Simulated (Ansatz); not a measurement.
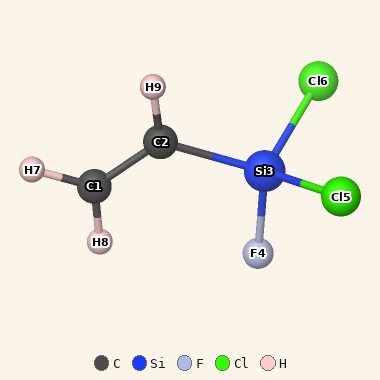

The system is C₂H₃Cl₂FSi, SMILES C=C[Si](F)(Cl)Cl; the picture shows the reference structure. 
- First axis: dihedral C1–C2–Si3–F4. Second axis: dihedral H7–C1–C2–Si3.
- Nothing is relaxed (all other coordinates rigid).
- The scan uses a 15 × 15 grid; 114 points were computed and 111 follow by symmetry.
- All energies are given in kJ/mol relative to the relaxed molecule at the same level.
- The dihedral twists a double bond; near 90° a spin-restricted reference is unreliable.
- These are results of Ansatz 0.2.0, RKS PBE0-D4/def2-SVP, not measurements.

Its coordinates:

```xyz
9

C     1.2046   -0.9061    0.5450
C     0.5279    0.2480    0.5123
Si   -0.9518    0.4532   -0.5567
F    -1.2111   -0.9271   -1.3517
Cl   -0.6964    1.9314   -1.9457
Cl   -2.6325    0.8694    0.5303
H     2.0879   -1.0389    1.1786
H     0.9029   -1.7666   -0.0613
H     0.8570    1.0904    1.1322
```

Range: dihedral C1–C2–Si3–F4 from −180 to 156°; dihedral H7–C1–C2–Si3 from −180 to 156°.

**Predict the map.**

The lowest grid point is at dihedral C1–C2–Si3–F4 = −108°, dihedral H7–C1–C2–Si3 = −180°, 0.6 kJ/mol from the relaxed molecule at the same level; the map holds 6 wells of about this depth. The highest grid point, dihedral C1–C2–Si3–F4 = −84°, dihedral H7–C1–C2–Si3 = 84°, lies 340 kJ/mol above the lowest. On the interpolated surface the easiest way out of the lowest well to a well of about the same depth near dihedral C1–C2–Si3–F4 = 108°, dihedral H7–C1–C2–Si3 = −180° passes a barrier of about 7.7 kJ/mol, counted from the interpolated bottom of the well. Round the minimum the valley is somewhat tilted: raising dihedral C1–C2–Si3–F4 shifts the best value of dihedral H7–C1–C2–Si3 downwards (coupling k₁₂/√(k₁₁k₂₂) about 0.3).

| dihedral H7–C1–C2–Si3 ↓, dihedral C1–C2–Si3–F4 → | −180 | −156 | −132 | −108 | −84 | −60 | −36 | −12 | 12 | 36 | 60 | 84 | 108 | 132 | 156 |
| --- | --- | --- | --- | --- | --- | --- | --- | --- | --- | --- | --- | --- | --- | --- | --- |
| 156 | 35 | 35 | 30 | 27 | 28 | 33 | 34 | 31 | 28 | 32 | 37 | 37 | 32 | 28 | 30 |
| 132 | 116 | 118 | 115 | 109 | 108 | 113 | 116 | 115 | 111 | 113 | 119 | 122 | 118 | 112 | 111 |
| 108 | 248 | 252 | 249 | 242 | 239 | 243 | 249 | 249 | 245 | 246 | 253 | 257 | 254 | 247 | 244 |
| 84 | 330 | 327 | 330 | 338 | 340 | 335 | 329 | 328 | 332 | 331 | 325 | 321 | 325 | 332 | 335 |
| 60 | 176 | 172 | 174 | 180 | 184 | 180 | 174 | 173 | 176 | 177 | 172 | 167 | 169 | 176 | 179 |
| 36 | 68 | 64 | 63 | 68 | 73 | 71 | 66 | 63 | 66 | 69 | 66 | 61 | 61 | 66 | 70 |
| 12 | 14 | 10 | 7 | 9 | 14 | 16 | 12 | 7 | 9 | 13 | 14 | 9 | 6 | 9 | 13 |
| −12 | 14 | 13 | 9 | 6 | 9 | 14 | 13 | 9 | 7 | 12 | 16 | 14 | 9 | 7 | 10 |
| −36 | 68 | 70 | 66 | 61 | 61 | 66 | 69 | 66 | 63 | 66 | 71 | 73 | 68 | 63 | 64 |
| −60 | 176 | 179 | 176 | 169 | 167 | 172 | 177 | 176 | 173 | 174 | 180 | 184 | 180 | 174 | 172 |
| −84 | 330 | 335 | 332 | 325 | 321 | 325 | 331 | 332 | 328 | 329 | 335 | 340 | 338 | 330 | 327 |
| −108 | 248 | 244 | 247 | 254 | 257 | 253 | 246 | 245 | 249 | 249 | 243 | 239 | 242 | 249 | 252 |
| −132 | 116 | 111 | 112 | 118 | 122 | 119 | 113 | 111 | 115 | 116 | 113 | 108 | 109 | 115 | 118 |
| −156 | 35 | 30 | 28 | 32 | 37 | 37 | 32 | 28 | 31 | 34 | 33 | 28 | 27 | 30 | 35 |
| −180 | 8 | 5 | 1 | 1 | 5 | 8 | 6 | 1 | 1 | 6 | 8 | 5 | 1 | 1 | 5 |

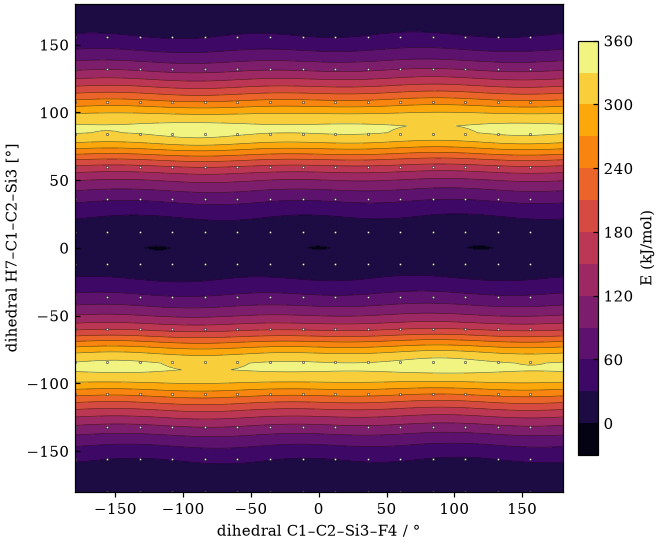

Drawn: filled contours, dots at the grid points. Between grid points the surface is interpolated.

The whole map (114 points run) took 12 min on 1 thread of Arm Neoverse V2 (shared host).
